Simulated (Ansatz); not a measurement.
C₂H₇FOSi₂: several calculations on one system

**1. Relaxation**

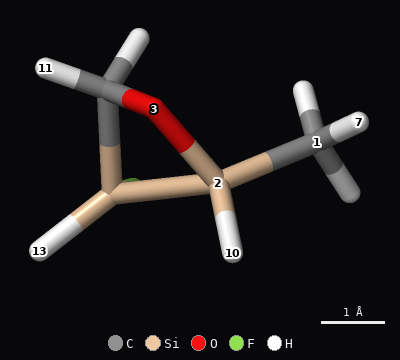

This is the input geometry for a relaxation of C₂H₇FOSi₂. A stick model, seen at a tilt.

The run prepares an end point of a later path (torsion) calculation, from a guessed geometry.

These are results of Ansatz, RKS PBE0-D4/STO-3G, not measurements.

Input
```yaml
crystal:
  periodic: [false, false, false]
  atoms:
    - { symbol: C, position_ang: [-0.1846, -1.0031, 1.7064] }
    - { symbol: Si, position_ang: [0.821, -0.0135, 0.5401] }
    - { symbol: O, position_ang: [1.0214, -0.7298, -0.9696] }
    - { symbol: C, position_ang: [-0.0529, -0.1908, -1.6567] }
    - { symbol: Si, position_ang: [-0.2147, 1.45, -0.733] }
    - { symbol: F, position_ang: [-1.7236, 1.8315, -0.3228] }
    - { symbol: H, position_ang: [0.3131, -1.8437, 2.0736] }
    - { symbol: H, position_ang: [-1.1193, -1.2845, 1.2131] }
    - { symbol: H, position_ang: [-0.5126, -0.3398, 2.6064] }
    - { symbol: H, position_ang: [2.1289, 0.4047, 1.1517] }
    - { symbol: H, position_ang: [0.0597, -0.0842, -2.7031] }
    - { symbol: H, position_ang: [-0.9851, -0.8433, -1.5174] }
    - { symbol: H, position_ang: [0.4693, 2.6117, -1.3739] }
basis:
  gaussian: { orbitals: STO-3G }
hamiltonian:
  xc: pbe0
  dispersion: d4
relax:
  f_tol: 0.015
  max_steps: 40
```

Command:
```bash
ansatz run input.yaml --threads 1 --pin off --max-ram 2048MiB --backend cpu --events-out ev --progress --plain --runs-dir out
```

Question: What does the optimiser find from here?

Answer: H12 moves most after the best rigid fit: 0.59 Å. Largest moves by element: H 0.59 Å, O 0.31 Å, F 0.25 Å, C 0.22 Å, Si 0.13 Å. Near-neighbour distances that change, for instance: O3–C4 1.384 → 1.483 Å, Si2–O3 1.683 → 1.755 Å, C1–H9 1.165 → 1.095 Å, C1–H7 1.044 → 1.095 Å. Bond angles that change, for instance: O3–C4–H11 116.6° → 109.6°, Si2–Si5–F6 116.9° → 122.2°, Si2–Si5–H13 123.4° → 118.8°. Groups turn about O3–C4 by about 20°. The energy falls by 83.2 kJ/mol in 10 geometry steps. Largest force component: 4.3 eV/Å at the start, 0.0024 eV/Å at the end. The run took 15 s on 1 thread of AMD EPYC 9R45 96-Core Processor (Zen 5), on a shared host, peak memory 0.17 GiB.

Step by step:

| step | E − E(0), kJ/mol | largest force component, eV/Å |
| --- | --- | --- |
| 0 | 0.00 | 4.2656 |
| 1 | -71.69 | 1.7038 |
| 2 | -79.71 | 0.3805 |
| 3 | -81.60 | 0.1680 |
| 4 | -82.35 | 0.1475 |
| 5 | -82.87 | 0.1613 |
| 6 | -83.09 | 0.0991 |
| 7 | -83.18 | 0.0675 |
| 8 | -83.21 | 0.0212 |
| 9 | -83.21 | 0.0182 |
| 10 | -83.22 | 0.0024 |

The structure at the end:

```xyz
13

C    -0.1556   -0.9504    1.9189
Si    0.7474   -0.0383    0.5532
O     0.8041   -0.9544   -0.9433
C    -0.0502   -0.1295   -1.8314
Si   -0.3393    1.4197   -0.7540
F    -1.9104    1.8297   -0.4933
H     0.3746   -1.8684    2.1918
H    -1.1713   -1.2275    1.6223
H    -0.2268   -0.3300    2.8182
H     2.0900    0.2382    1.0347
H     0.4739    0.0503   -2.7903
H    -0.9843   -0.6723   -2.0846
H     0.3685    2.5979   -1.2275
```

The end point in the same view:

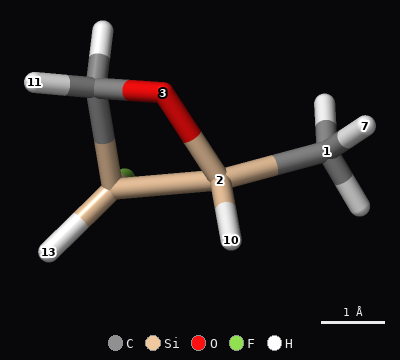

Limits of the set-up: STO-3G is a minimal basis, so the numbers are rough.

**2. Relaxation**

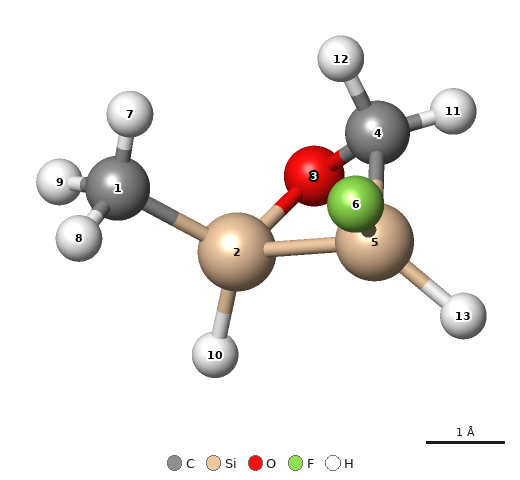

C2H7FOSi2, before the relaxation. The picture is a ball-and-stick view, seen at a tilt.

The run prepares an end point of a later path (torsion) calculation, from a guessed geometry.

Level of theory: Ansatz, RKS PBE0-D4/STO-3G.

The input:
```yaml
crystal:
  periodic: [false, false, false]
  atoms:
    - { symbol: C, position_ang: [-0.1846, -1.0031, 1.7064] }
    - { symbol: Si, position_ang: [0.821, -0.0135, 0.5401] }
    - { symbol: O, position_ang: [2.38711, 0.29225, 1.07514] }
    - { symbol: C, position_ang: [3.06308, -0.7842, 0.52644] }
    - { symbol: Si, position_ang: [1.97889, -1.08444, -0.99212] }
    - { symbol: F, position_ang: [1.60232, -2.62949, -1.24028] }
    - { symbol: H, position_ang: [0.3131, -1.8437, 2.0736] }
    - { symbol: H, position_ang: [-1.1193, -1.2845, 1.2131] }
    - { symbol: H, position_ang: [-0.5126, -0.3398, 2.6064] }
    - { symbol: H, position_ang: [0.10721, 1.24003, 0.11735] }
    - { symbol: H, position_ang: [4.08571, -0.63566, 0.30027] }
    - { symbol: H, position_ang: [3.03819, -1.67935, 1.24216] }
    - { symbol: H, position_ang: [2.45958, -0.44766, -2.2537] }
basis:
  gaussian: { orbitals: STO-3G }
hamiltonian:
  xc: pbe0
  dispersion: d4
relax:
  f_tol: 0.015
  max_steps: 40
```

Launched with:
```bash
ansatz run input.yaml --threads 1 --pin off --max-ram 2048MiB --backend cpu --events-out ev --progress --plain --runs-dir out
```

**Where does the relaxation end?**

The largest move after the best rigid fit is that of H12, 0.57 Å. By element the largest moves are H 0.57 Å, O 0.30 Å, C 0.24 Å, F 0.23 Å, Si 0.13 Å. Among the contacts that change: O3–C4 1.384 → 1.483 Å, Si2–O3 1.683 → 1.755 Å, C1–H9 1.165 → 1.095 Å, Si2–H10 1.503 → 1.453 Å. Bond angles that change, for instance: O3–C4–H11 116.6° → 109.6°, Si2–Si5–F6 116.9° → 122.3°, Si2–Si5–H13 123.4° → 118.8°. Groups turn about O3–C4 by about 20°. After 10 geometry steps the energy has fallen by 0.861 eV. The largest force component goes from 4.3 to 0.0023 eV/Å.

Final geometry:

```xyz
13

C    -0.4066   -0.9264    1.6991
Si    0.8177   -0.0545    0.5795
O     2.4037    0.1076    1.3141
C     3.2236   -0.7794    0.4539
Si    1.9916   -1.2061   -0.9408
F     1.7422   -2.8088   -1.2125
H    -0.0472   -1.9123    2.0077
H    -1.3667   -1.0637    1.1912
H    -0.5927   -0.3404    2.6048
H     0.2620    1.2516    0.2689
H     4.1383   -0.2444    0.1322
H     3.5671   -1.6659    1.0264
H     2.3067   -0.5705   -2.2096
```

The end point in the same view:

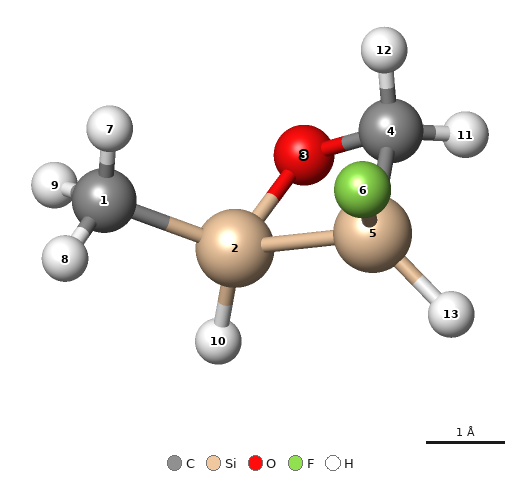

Limits of the set-up: STO-3G is a minimal basis, so the numbers are rough.

**3. Path**

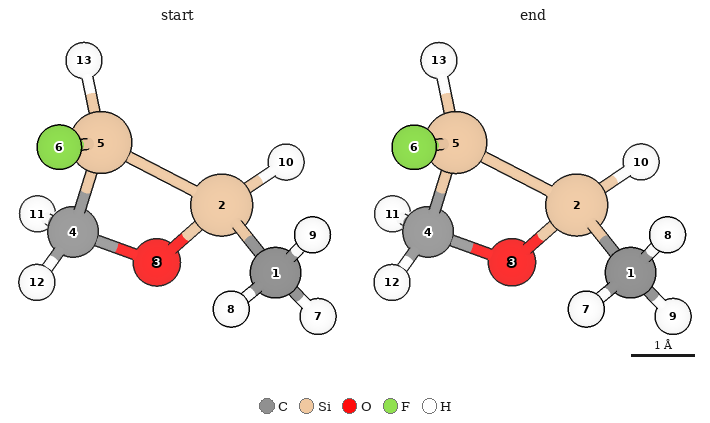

The two relaxed end points of a path for C₂H₇FOSi₂. Style: ball-and-stick. Shown from a free direction.

Computed with RKS PBE0-D4/STO-3G in Ansatz 0.2.0.

The input:
```yaml
crystal:
  periodic: [false, false, false]
  atoms:
    - { symbol: C, position_ang: [-0.152685, -0.950332, 1.919204] }
    - { symbol: Si, position_ang: [0.748416, -0.038719, 0.551798] }
    - { symbol: O, position_ang: [0.801857, -0.954816, -0.944739] }
    - { symbol: C, position_ang: [-0.053596, -0.129393, -1.831329] }
    - { symbol: Si, position_ang: [-0.339878, 1.419961, -0.753312] }
    - { symbol: F, position_ang: [-1.910275, 1.830855, -0.489775] }
    - { symbol: H, position_ang: [0.377544, -1.868641, 2.191067] }
    - { symbol: H, position_ang: [-1.16908, -1.226887, 1.624441] }
    - { symbol: H, position_ang: [-0.221852, -0.329916, 2.818589] }
    - { symbol: H, position_ang: [2.092043, 0.236978, 1.030947] }
    - { symbol: H, position_ang: [0.468844, 0.05007, -2.791158] }
    - { symbol: H, position_ang: [-0.988514, -0.671719, -2.082864] }
    - { symbol: H, position_ang: [0.367777, 2.597759, -1.228068] }
basis:
  gaussian: { orbitals: STO-3G }
hamiltonian:
  xc: pbe0
  dispersion: d4
neb:
  order_check: false
  images: 5
  f_tol: 0.05
  max_iterations: 60
  initial_path: idpp
  final_atoms:
    - { symbol: C, position_ang: [-0.16227685, -0.92516261, 1.93084675] }
    - { symbol: Si, position_ang: [0.71962224, 0.03998458, 0.58793712] }
    - { symbol: O, position_ang: [0.93183453, -0.89436829, -0.88286259] }
    - { symbol: C, position_ang: [0.05026963, -0.16773931, -1.82841456] }
    - { symbol: Si, position_ang: [-0.4291205, 1.36866757, -0.80145416] }
    - { symbol: F, position_ang: [-2.04163126, 1.63909109, -0.62464959] }
    - { symbol: H, position_ang: [-1.13397674, -1.29806845, 1.59445462] }
    - { symbol: H, position_ang: [-0.33097148, -0.29771553, 2.81199092] }
    - { symbol: H, position_ang: [0.43431299, -1.78652067, 2.247767] }
    - { symbol: H, position_ang: [2.00660146, 0.4470849, 1.12541449] }
    - { symbol: H, position_ang: [0.60148532, 0.04084771, -2.76599513] }
    - { symbol: H, position_ang: [-0.81797325, -0.79806177, -2.11193307] }
    - { symbol: H, position_ang: [0.19242491, 2.59716079, -1.2683008] }
```

Launched with:
```bash
ansatz run input.yaml --threads 1 --pin off --max-ram 2048MiB --backend cpu --events-out ev --progress --plain --runs-dir out
```

### Predict the minimum-energy path and its barrier.

The two ends have the same energy, and the highest point, image 3, lies 3.45 kJ/mol above the start. The motion is a rotation about the C1–Si2 bond by about 120°. No bond forms or breaks between the ends. The band converged in 4 iterations. The largest component of the band force went from 0.69 to 0.017 eV/Å. The climbing image converged on the top of the path. Its vibrational analysis gives one imaginary mode (122i cm⁻¹), as a transition state must have.

Energies of the converged images:

| image | path (Å) | E (kJ/mol) |
| --- | --- | --- |
| 0 | 0.00 | 0.00 |
| 1 | 0.59 | 0.84 |
| 2 | 1.18 | 2.57 |
| 3 | 1.76 | 3.45 |
| 4 | 2.34 | 2.61 |
| 5 | 2.92 | 0.89 |
| 6 | 3.50 | 0.00 |

The geometry at the top of the path:

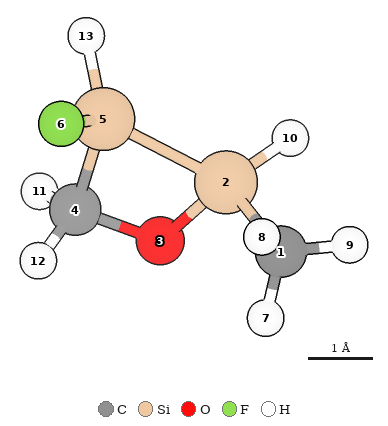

Limits of the set-up: STO-3G is a minimal basis, so the numbers are rough.
